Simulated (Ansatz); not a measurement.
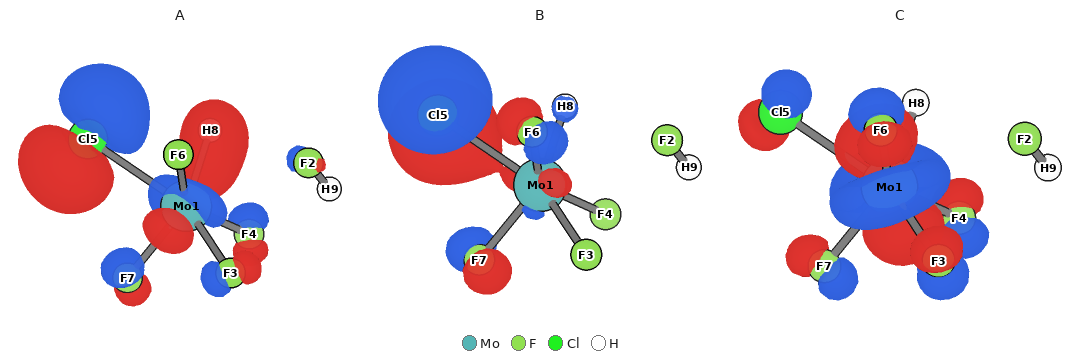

The picture shows: ClF₄HMo···HF. Three frontier orbitals at ±0.15 Å⁻³ᐟ² (red and blue are the two phases), in no order.

Core potentials replace the inner electrons of Mo.

Theory: RKS BLYP-D4/def2-SVP (Ansatz 0.2.0).

```xyz
9

Mo   -0.3193    0.0522   -0.2086
F     0.0268    0.3042    2.2575
F     1.5214   -0.1501    0.1335
F    -0.1086    1.8699    0.2592
Cl   -2.3224   -0.4948   -1.3374
F    -0.4367   -1.6647    0.4657
F     0.1325    0.5666   -1.9370
H    -1.6814    0.4062    0.7042
H     0.2386    1.2276    2.2070
```

### Order the three orbitals by energy and name them.

B is the HOMO−1 (−7.94 eV). Its weight (Hirshfeld) is mainly on Cl5 (about 75 %), Mo1 (about 5 %), F7 (about 5 %) and F6 (about 5 %); largely a lone pair of Cl5. A is the HOMO (−7.35 eV). By Hirshfeld shares it lies mainly on Cl5 (about 65 %), Mo1 (about 15 %) and H8 (about 10 %). C is the LUMO (−5.47 eV). Its weight (Hirshfeld) is mainly on Mo1 (about 65 %), F6 (about 10 %), Cl5 (about 5 %), F3 (about 5 %) and F4 (about 5 %).

### What is the HOMO–LUMO gap?

1.88 eV between the orbital energies.
